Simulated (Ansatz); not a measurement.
**GeNH2 (doublet): the correlation ladder at a displaced geometry (v2), cc-pVDZ**

Aim: climb from Hartree-Fock through coupled cluster and multireference methods for GeNH2 (doublet) at one geometry and basis, and see what each rung misses.

Computed with Ansatz 0.2.0, Gaussian basis. Level: cc-pVDZ, core rule «outside noble gas», up to 15 orbitals frozen.

The runs, in order: UHF; CCSD(T) on ROHF; CCSD(T) on UHF; BCCD(T) on ROHF; CISD; CCSDT(Q) on ROHF; CCSDT(Q) on UHF; CASSCF and MRCISD+Q, 11 electrons in 10 orbitals; CASSCF and NEVPT2, 11 electrons in 10 orbitals.

15 further runs of the same task are left out: 6 that didn't finish, 9 set aside as unsound or not needed.

## Step 1: The geometry

The geometry is a PBE0/def2-TZVP stationary point (not a proven minimum) with its atoms shifted at random (size 0.100 Å). No spin-orbit coupling is included. The filled d shell of Ge may be among the frozen orbitals whatever the setting's name suggests; the logs give the count.

4 atoms, charge 0, spin multiplicity 2.

Atoms are counted from 1 here; the program's logs count them from 0.

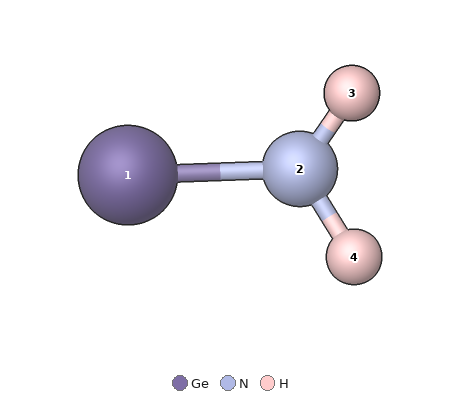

The structure; germanium purple, nitrogen light blue, hydrogen pink; atoms are numbered from 1 in the order of the file.

In the tables R marks a restricted open-shell determinant and U an unrestricted one; 'valence' is the active space of 11 electrons in 10 orbitals; energies count from the table's Hartree-Fock row.

## Step 2: UHF

in.yaml

```yaml
crystal:
  periodic: [false, false, false]
  atoms:
    - {symbol: Ge, position_ang: [0.027108, -0.000148, 0.338987]}
    - {symbol: N, position_ang: [-0.137766, 0.008226, -1.465824]}
    - {symbol: H, position_ang: [-0.061146, 0.811905, -2.039307]}
    - {symbol: H, position_ang: [0.021963, -0.915570, -2.021093]}
basis:
  gaussian: {orbitals: cc-pVDZ}
magnetization: {spin_polarized: true, initial_magnetization: 1}
hamiltonian: {xc: hf}
output: {orbitals: {seedname: orbitals}}
```

Started as:

```bash
$ ansatz run in.yaml --threads 1 --pin off --events-out ev --progress --plain --max-ram 2393MiB
```

The program printed:

```text
Functional definition: HF
  name "HF"
  cite "Fock, Z. Phys. 61, 126 (1930) doi:10.1007/BF01340294"
  parent pbe
  exchange = exact_x
  correlation = 0
552 factors; integrals over basis functions are off by at most 1.3e-3 eV
mean field evaluation 1: about -57983.6523 eV, gradient 2.0e1 eV
mean field evaluation 2: about -57983.6539 eV, gradient 2.0e1 eV
mean field evaluation 4: about -57985.5627 eV, gradient 1.7e0 eV
mean field evaluation 8: about -57985.6012 eV, gradient 7.0e-2 eV
mean field evaluation 16: about -57983.5374 eV, gradient 9.7e0 eV
mean field evaluation 32: about -57985.3881 eV, gradient 7.9e-1 eV
mean field -57985.60140356 eV, -2130.9315475287 hartree, gradient 1.9e-5 eV, S^2 0.766257; 2 other end points of the search recorded, 0 dependent functions left out
reference -57985.60140356 eV, -2130.9315475287 hartree; 21, 20 occupied and 30, 31 virtual orbitals, 552 factors
Total energy: -57985.60140356 eV, -2130.9315475287 hartree
```

Run time: 1.5 s. Hardware: 1 thread of Arm Neoverse V2, shared host.

From the report: ⟨S²⟩ of the determinant 0.766 (pure doublet: 0.75).

## Step 3: CCSD(T) on ROHF

in.yaml, as its differences from that of step 2:

```diff
@@ -9,4 +9,3 @@
   gaussian: {orbitals: cc-pVDZ}
-magnetization: {spin_polarized: true, initial_magnetization: 1}
-hamiltonian: {xc: hf}
-output: {orbitals: {seedname: orbitals}}
+magnetization: {spin_polarized: false, initial_magnetization: 1}
+correlation: {method: ccsd_t, electrons: outside_noble_gas}
```

The command is unchanged.

The program printed, shortened:

```text
Functional definition: HF
  name "HF"
  cite "Fock, Z. Phys. 61, 126 (1930) doi:10.1007/BF01340294"
  parent pbe
[...]
552 factors; integrals over basis functions are off by at most 1.3e-3 eV
[...]
mean field -57985.49718564 eV, -2130.9277175908 hartree, gradient 2.0e-6 eV, S^2 0.750000; 5 other end points of the search recorded, 0 dependent functions left out
[...]
determinant -57985.49718564 eV, -2130.9277175908 hartree, with singles and doubles -57992.68400928 eV, -2131.1918284880 hartree
determinant -57984.64712038 eV, -2130.8964782687 hartree, with singles and doubles -57991.72523113 eV, -2131.1565940408 hartree
15 core orbitals not correlated: weight in the atoms' cores, before any rotation towards them, 0.998 or more for the frozen orbitals, at most 0.002 for the correlated occupied ones
reference -57985.49718564 eV, -2130.9277175908 hartree; 6, 5 occupied and 30, 31 virtual orbitals, 552 factors
second order -6.51599040 eV of doubles, -0.05691140 eV of singles
cycle   1  -7.18637620 eV  change    4.5e-4 eV  update   9.3e-4
[...]
cycle   9  -7.18634886 eV  change   -6.1e-6 eV  update   8.4e-6
perturbative correction -0.21769626 eV, -0.0080001900 hartree
Total energy: -57992.90123076 eV, -2131.1998112302 hartree
```

Run time: 2.5 s. Hardware: 1 thread of Arm Neoverse V2, shared host.

From the report: correlation -7.4040 eV; T1 0.024; largest double amplitude 0.05.

## Step 4: CCSD(T) on UHF

in.yaml, as its differences from that of step 3:

```diff
@@ -9,3 +9,3 @@
   gaussian: {orbitals: cc-pVDZ}
-magnetization: {spin_polarized: false, initial_magnetization: 1}
+magnetization: {spin_polarized: true, initial_magnetization: 1}
 correlation: {method: ccsd_t, electrons: outside_noble_gas}
```

Launched as before.

The program printed, shortened:

```text
Functional definition: HF
  name "HF"
  cite "Fock, Z. Phys. 61, 126 (1930) doi:10.1007/BF01340294"
  parent pbe
[...]
552 factors; integrals over basis functions are off by at most 1.3e-3 eV
[...]
mean field -57985.60140356 eV, -2130.9315475287 hartree, gradient 2.7e-6 eV, S^2 0.766257; 6 other end points of the search recorded, 0 dependent functions left out
determinant -57985.60140356 eV, -2130.9315475287 hartree, with singles and doubles -57992.68897200 eV, -2131.1920108646 hartree
determinant -57984.74916178 eV, -2130.9002282209 hartree, with singles and doubles -57991.72966754 eV, -2131.1567570761 hartree
determinant -57982.13398846 eV, -2130.8041223740 hartree, with singles and doubles -57988.15273437 eV, -2131.0253072064 hartree
15 core orbitals not correlated: weight in the atoms' cores, before any rotation towards them, 0.998 or more for the frozen orbitals, at most 0.002 for the correlated occupied ones
reference -57985.60140356 eV, -2130.9315475287 hartree; 6, 5 occupied and 30, 31 virtual orbitals, 552 factors
second order -6.46476049 eV of doubles, -0.00000000 eV of singles
cycle   1  -7.08725183 eV  change    3.2e-4 eV  update   9.2e-4
[...]
cycle   8  -7.08732341 eV  change    6.5e-6 eV  update   1.3e-5
perturbative correction -0.21537734 eV, -0.0079149711 hartree
Total energy: -57992.90410431 eV, -2131.1999168311 hartree
```

It took 3 s on 1 thread of Arm Neoverse V2, shared host.

From the report: ⟨S²⟩ of the determinant 0.766 (pure doublet: 0.75); correlation -7.3027 eV; T1 0.021; largest double amplitude 0.05.

## Step 5: BCCD(T) on ROHF

in.yaml, as its differences from that of step 4:

```diff
@@ -9,3 +9,3 @@
   gaussian: {orbitals: cc-pVDZ}
-magnetization: {spin_polarized: true, initial_magnetization: 1}
-correlation: {method: ccsd_t, electrons: outside_noble_gas}
+magnetization: {spin_polarized: false, initial_magnetization: 1}
+correlation: {method: bccd_t, electrons: outside_noble_gas}
```

Same command.

The program printed, shortened:

```text
Functional definition: HF
  name "HF"
  cite "Fock, Z. Phys. 61, 126 (1930) doi:10.1007/BF01340294"
  parent pbe
[...]
552 factors; integrals over basis functions are off by at most 1.3e-3 eV
[...]
mean field -57985.49718564 eV, -2130.9277175908 hartree, gradient 2.0e-6 eV, S^2 0.750000; 5 other end points of the search recorded, 0 dependent functions left out
[...]
determinant -57985.49718564 eV, -2130.9277175908 hartree, with singles and doubles -57992.68400928 eV, -2131.1918284880 hartree
determinant -57984.64712038 eV, -2130.8964782687 hartree, with singles and doubles -57991.72523113 eV, -2131.1565940408 hartree
15 core orbitals not correlated: weight in the atoms' cores, before any rotation towards them, 0.998 or more for the frozen orbitals, at most 0.002 for the correlated occupied ones
reference -57985.49718564 eV, -2130.9277175908 hartree; 6, 5 occupied and 30, 31 virtual orbitals, 552 factors
second order -6.51599040 eV of doubles, -0.05691140 eV of singles
cycle   1  -7.16726970 eV  change    2.0e-2 eV  update   1.0e-2
[...]
cycle  11  -7.17009407 eV  change   -4.4e-6 eV  update   1.1e-5
perturbative correction -0.23462062 eV, -0.0086221487 hartree
Total energy: -57992.90190033 eV, -2131.1998358365 hartree
```

It took 2.7 s on 1 thread of Arm Neoverse V2, shared host.

From the report: correlation -7.4047 eV; largest double amplitude 0.05.

## Step 6: CISD

in.yaml, as its differences from that of step 5:

```diff
@@ -10,2 +10,2 @@
 magnetization: {spin_polarized: false, initial_magnetization: 1}
-correlation: {method: bccd_t, electrons: outside_noble_gas}
+correlation: {active_space: {ras: {orbitals: [5, 1, 30], electrons: 11, max_holes: 2, max_particles: 2}, fixed_orbitals: true}}
```

The command is unchanged.

The program printed:

```text
Functional definition: HF
  name "HF"
  cite "Fock, Z. Phys. 61, 126 (1930) doi:10.1007/BF01340294"
  parent pbe
  exchange = exact_x
  correlation = 0
552 factors; integrals over basis functions are off by at most 1.3e-3 eV
mean field evaluation 1: about -57983.6462 eV, gradient 2.8e1 eV
mean field evaluation 2: about -57983.6478 eV, gradient 2.8e1 eV
mean field evaluation 4: about -57985.4795 eV, gradient 2.0e0 eV
mean field evaluation 8: about -57985.4972 eV, gradient 5.9e-4 eV
mean field evaluation 16: about -57985.4275 eV, gradient 9.1e-1 eV
mean field -57985.49718564 eV, -2130.9277175908 hartree, gradient 2.0e-6 eV, S^2 0.750000; 4 other end points of the search recorded, 0 dependent functions left out
reference -57985.49718564 eV, -2130.9277175908 hartree; 21, 20 occupied and 30, 31 virtual orbitals, 552 factors
state -57992.11685323 eV, -2131.1709858875 hartree
Total energy: -57992.11685323 eV, -2131.1709858875 hartree
```

Wall time 2 s (1 thread of Arm Neoverse V2, shared host).

From the report: 59,286 determinants.

## Step 7: CCSDT(Q) on ROHF

in.yaml, as its differences from that of step 6:

```diff
@@ -10,2 +10,2 @@
 magnetization: {spin_polarized: false, initial_magnetization: 1}
-correlation: {active_space: {ras: {orbitals: [5, 1, 30], electrons: 11, max_holes: 2, max_particles: 2}, fixed_orbitals: true}}
+correlation: {method: ccsdt_q, electrons: outside_noble_gas}
```

The command is unchanged.

The program printed, shortened:

```text
Functional definition: HF
  name "HF"
  cite "Fock, Z. Phys. 61, 126 (1930) doi:10.1007/BF01340294"
  parent pbe
[...]
998 factors; integrals over basis functions are off by at most 1.9e-7 eV
[...]
mean field -57985.49732236 eV, -2130.9277226152 hartree, gradient 4.1e-6 eV, S^2 0.750000; 5 other end points of the search recorded, 0 dependent functions left out
[...]
determinant -57985.49732236 eV, -2130.9277226152 hartree, with singles and doubles -57992.68413923 eV, -2131.1918332636 hartree
determinant -57984.64727228 eV, -2130.8964838509 hartree, with singles and doubles -57991.72537500 eV, -2131.1565993279 hartree
15 core orbitals not correlated: weight in the atoms' cores, before any rotation towards them, 0.998 or more for the frozen orbitals, at most 0.002 for the correlated occupied ones
reference -57985.49732236 eV, -2130.9277226152 hartree; 6, 5 occupied and 30, 31 virtual orbitals, 998 factors
second order -6.51600191 eV of doubles, -0.05691143 eV of singles
cycle   1  -6.88634729 eV  change   -3.1e-1 eV  update   9.2e-2
[...]
cycle  20  -7.42281799 eV  change    3.1e-8 eV  update   1.3e-6
perturbative correction -0.01985589 eV, -0.0007296905 hartree
Total energy: -57992.93999625 eV, -2131.2012358355 hartree
```

It took 31 s on 1 thread of Arm Neoverse V2, shared host; peak memory 0.39 GiB.

From the report: correlation -7.4427 eV; T1 0.025; largest double amplitude 0.06.

## Step 8: CCSDT(Q) on UHF

in.yaml, as its differences from that of step 7:

```diff
@@ -9,3 +9,3 @@
   gaussian: {orbitals: cc-pVDZ}
-magnetization: {spin_polarized: false, initial_magnetization: 1}
+magnetization: {spin_polarized: true, initial_magnetization: 1}
 correlation: {method: ccsdt_q, electrons: outside_noble_gas}
```

Launched as before.

The program printed, shortened:

```text
Functional definition: HF
  name "HF"
  cite "Fock, Z. Phys. 61, 126 (1930) doi:10.1007/BF01340294"
  parent pbe
[...]
998 factors; integrals over basis functions are off by at most 1.9e-7 eV
[...]
mean field -57985.60154039 eV, -2130.9315525570 hartree, gradient 3.1e-6 eV, S^2 0.766257; 6 other end points of the search recorded, 0 dependent functions left out
determinant -57985.60154039 eV, -2130.9315525570 hartree, with singles and doubles -57992.68910195 eV, -2131.1920156402 hartree
determinant -57984.74931350 eV, -2130.9002337962 hartree, with singles and doubles -57991.72981087 eV, -2131.1567623432 hartree
determinant -57982.13413647 eV, -2130.8041278130 hartree, with singles and doubles -57988.15276848 eV, -2131.0253084600 hartree
15 core orbitals not correlated: weight in the atoms' cores, before any rotation towards them, 0.998 or more for the frozen orbitals, at most 0.002 for the correlated occupied ones
reference -57985.60154039 eV, -2130.9315525570 hartree; 6, 5 occupied and 30, 31 virtual orbitals, 998 factors
second order -6.46477172 eV of doubles, -0.00000000 eV of singles
cycle   1  -6.77348851 eV  change   -3.1e-1 eV  update   9.2e-2
[...]
cycle  21  -7.32164683 eV  change   -3.7e-7 eV  update   9.5e-7
perturbative correction -0.02202214 eV, -0.0008092987 hartree
Total energy: -57992.94520936 eV, -2131.2014274141 hartree
```

Wall time 29 s (1 thread of Arm Neoverse V2, shared host); peak memory 0.35 GiB.

From the report: ⟨S²⟩ of the determinant 0.766 (pure doublet: 0.75); correlation -7.3437 eV; T1 0.023; largest double amplitude 0.06.

## Step 9: CASSCF and MRCISD+Q, 11 electrons in 10 orbitals

in.yaml, as its differences from that of step 8:

```diff
@@ -9,3 +9,3 @@
   gaussian: {orbitals: cc-pVDZ}
-magnetization: {spin_polarized: true, initial_magnetization: 1}
-correlation: {method: ccsdt_q, electrons: outside_noble_gas}
+magnetization: {spin_polarized: false, initial_magnetization: 1}
+correlation: {method: fic_mrcisd_q, electrons: outside_noble_gas, active_space: {window: {electrons: 11, orbitals: 10}, shells: [{species: Ge, l: s, shell: 4}, {species: Ge, l: p, shell: 4}, {species: H, l: s, shell: 1}, {species: "N", l: s, shell: 2}, {species: "N", l: p, shell: 2}]}}
```

Launched as before.

The program printed, shortened:

```text
Functional definition: HF
  name "HF"
  cite "Fock, Z. Phys. 61, 126 (1930) doi:10.1007/BF01340294"
  parent pbe
[...]
998 factors; integrals over basis functions are off by at most 1.9e-7 eV
[...]
mean field -57985.49732236 eV, -2130.9277226152 hartree, gradient 4.1e-6 eV, S^2 0.750000; 4 other end points of the search recorded, 0 dependent functions left out
reference -57985.49732236 eV, -2130.9277226152 hartree; 21, 20 occupied and 30, 31 virtual orbitals, 998 factors
state -57988.72993415 eV, -2131.0465189070 hartree
contracted CI cycle   1: correlation 0.00000000 eV, 0.0000000000 hartree, residual 1.79e1 eV
contracted CI cycle   2: correlation -3.72258361 eV, -0.1368024244 hartree, residual 3.48e0 eV
contracted CI cycle   3: correlation -3.88378693 eV, -0.1427265373 hartree, residual 9.64e-1 eV
contracted CI cycle   4: correlation -3.89773268 eV, -0.1432390340 hartree, residual 3.35e-1 eV
contracted CI cycle   5: correlation -3.89929989 eV, -0.1432966280 hartree, residual 1.07e-1 eV
contracted CI cycle   6: correlation -3.89946037 eV, -0.1433025255 hartree, residual 3.49e-2 eV
contracted CI cycle   7: correlation -3.89947735 eV, -0.1433031495 hartree, residual 1.17e-2 eV
contracted CI cycle   8: correlation -3.89947903 eV, -0.1433032111 hartree, residual 3.40e-3 eV
contracted CI cycle   9: correlation -3.89947917 eV, -0.1433032163 hartree, residual 9.72e-4 eV
state -57988.72993415 eV, -2131.0465189070 hartree; corrected -57992.88736396 eV, -2131.1993016347 hartree
Total energy: -57992.88736396 eV, -2131.1993016347 hartree
Checks for a lower state left out: starts, orbital_swaps
```

Wall time 14 s (1 thread of Arm Neoverse V2, shared host); peak memory 0.82 GiB.

From the report: 52,920 determinants; active occupations 2.00, 1.98, 1.97, 1.97, 1.97, 1.00, 0.03, 0.03, 0.03, 0.02.

## Step 10: CASSCF and NEVPT2, 11 electrons in 10 orbitals

in.yaml

```yaml
crystal:
  periodic: [false, false, false]
  atoms:
    - {symbol: Ge, position_ang: [0.027108, -0.000148, 0.338987]}
    - {symbol: N, position_ang: [-0.137766, 0.008226, -1.465824]}
    - {symbol: H, position_ang: [-0.061146, 0.811905, -2.039307]}
    - {symbol: H, position_ang: [0.021963, -0.915570, -2.021093]}
basis:
  gaussian: {orbitals: cc-pVDZ}
magnetization: {spin_polarized: false, initial_magnetization: 1}
correlation: {method: sc_nevpt2, electrons: outside_noble_gas, active_space: {window: {electrons: 11, orbitals: 10}, shells: [{species: Ge, l: s, shell: 4}, {species: Ge, l: p, shell: 4}, {species: H, l: s, shell: 1}, {species: "N", l: s, shell: 2}, {species: "N", l: p, shell: 2}]}}
```

Same command.

The program printed:

```text
Functional definition: HF
  name "HF"
  cite "Fock, Z. Phys. 61, 126 (1930) doi:10.1007/BF01340294"
  parent pbe
  exchange = exact_x
  correlation = 0
998 factors; integrals over basis functions are off by at most 1.9e-7 eV
mean field evaluation 1: about -57983.6183 eV, gradient 2.8e1 eV
mean field evaluation 2: about -57983.6479 eV, gradient 2.8e1 eV
mean field evaluation 4: about -57985.4776 eV, gradient 2.0e0 eV
mean field evaluation 8: about -57985.4973 eV, gradient 5.8e-4 eV
mean field evaluation 16: about -57985.4965 eV, gradient 3.2e-1 eV
mean field -57985.49732236 eV, -2130.9277226152 hartree, gradient 4.1e-6 eV, S^2 0.750000; 4 other end points of the search recorded, 0 dependent functions left out
reference -57985.49732236 eV, -2130.9277226152 hartree; 21, 20 occupied and 30, 31 virtual orbitals, 998 factors
state -57988.72993415 eV, -2131.0465189070 hartree
state -57988.72993415 eV, -2131.0465189070 hartree; corrected -57991.78049245 eV, -2131.1586248567 hartree
Total energy: -57991.78049245 eV, -2131.1586248567 hartree
Checks for a lower state left out: starts, orbital_swaps
```

It took 8 s on 1 thread of Arm Neoverse V2, shared host.

From the report: 52,920 determinants; active occupations 2.00, 1.98, 1.97, 1.97, 1.97, 1.00, 0.03, 0.03, 0.03, 0.02.

## Step 11: How many determinants matter

Natural occupations of the CASSCF valence state about the gap (report; correlated orbitals 2 to 10): 1.982, 1.974, 1.971, 1.965, 1.000, 0.035, 0.028, 0.025, 0.021. The count of effectively unpaired electrons, Σ n²(2 − n)², is 1.02; a single determinant of this spin has 1.

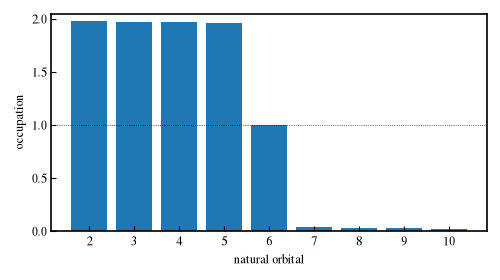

Natural occupations of the CASSCF valence state.

## Step 12: All levels against the top one

The yardstick is UCCSDT(Q), where the cluster series has nearly closed. Rows without a time come out of other runs: HF, MP2 and CCSD of CCSD(T), CCSDT of CCSDT(Q), CASSCF and MRCISD of the multireference runs.

Differences are taken before rounding.

| method | energy from the lowest RHF (meV) | from UCCSDT(Q) (meV) | time |
| --- | --- | --- | --- |
| RHF | 0.0 | +7448.0 |  |
| UHF | -104.2 | +7343.8 |  |
| RMP2 | -6572.9 | +875.1 |  |
| UMP2 | -6569.0 | +879.0 |  |
| RCCSD | -7186.3 | +261.7 |  |
| UCCSD | -7191.5 | +256.5 |  |
| RCCSD(T) | -7404.0 | +44.0 | 2.5 s |
| UCCSD(T) | -7406.9 | +41.1 | 3 s |
| BCCD(T) | -7404.7 | +43.3 | 2.7 s |
| RCCSDT | -7423.0 | +25.1 |  |
| UCCSDT | -7426.0 | +22.0 |  |
| RCCSDT(Q) | -7442.8 | +5.2 | 31 s |
| UCCSDT(Q) | -7448.0 | 0 | 29 s |
| CASSCF valence | -3232.7 | +4215.3 |  |
| NEVPT2 valence | -6283.3 | +1164.7 | 8 s |
| MRCISD valence | -7132.2 | +315.8 |  |
| MRCISD+Q valence | -7390.2 | +57.8 | 14 s |

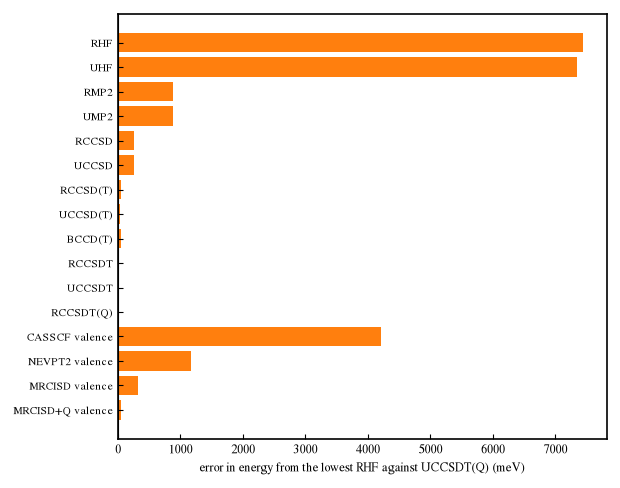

Deviations from UCCSDT(Q), method by method.

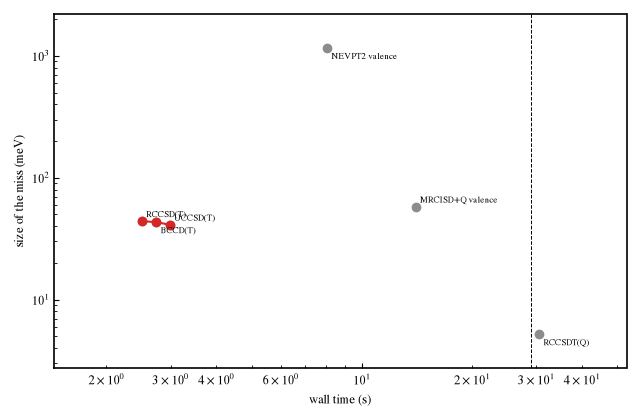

Miss against cost. Red marks the levels that no quicker level drawn beats (of those quicker than the yardstick), and the dashed line is the time of UCCSDT(Q). Times are from a shared host.

Not comparable, so not listed: CISD (they don't share determinant, frozen orbitals or solution with the rows shown, or repeat one).

## Step 13: Summary of results

| quantity | value |
| --- | --- |
| UCCSDT(Q) below the RHF energy | -7.4480 eV |
| RMP2 from UCCSDT(Q) | +875.1 meV |
| UMP2 from UCCSDT(Q) | +879.0 meV |
| RCCSD from UCCSDT(Q) | +261.7 meV |
| RCCSD(T) from UCCSDT(Q) | +44.0 meV |
| UCCSD(T) from UCCSDT(Q) | +41.1 meV |
| RCCSDT(Q) from UCCSDT(Q) | +5.2 meV |
| NEVPT2 valence from UCCSDT(Q) | +1164.7 meV |
| MRCISD+Q valence from UCCSDT(Q) | +57.8 meV |
| levels within 1 kcal/mol (43 meV) | UCCSD(T), BCCD(T), RCCSDT, UCCSDT, RCCSDT(Q) |
| T1 diagnostic | 0.024 |
| effectively unpaired electrons | 1.02 |

What this shows: RCCSD(T) lands +44.0 meV from the yardstick (0.6 % of the correlation energy). One determinant dominates. Of the multireference levels listed MRCISD+Q valence comes nearest in total energy (+57.8 meV), which doesn't show that its space is the better one. These misses are within one basis, not against nature; the frozen cores of restricted and unrestricted runs differ, which can shift their rows.

UCCSD(T) reaches 41.1 meV from the reference in 3 s, where UCCSDT(Q) took 29 s; the quickest level in the cost chart, RCCSD(T), takes 2.5 s and misses by 44.0 meV.
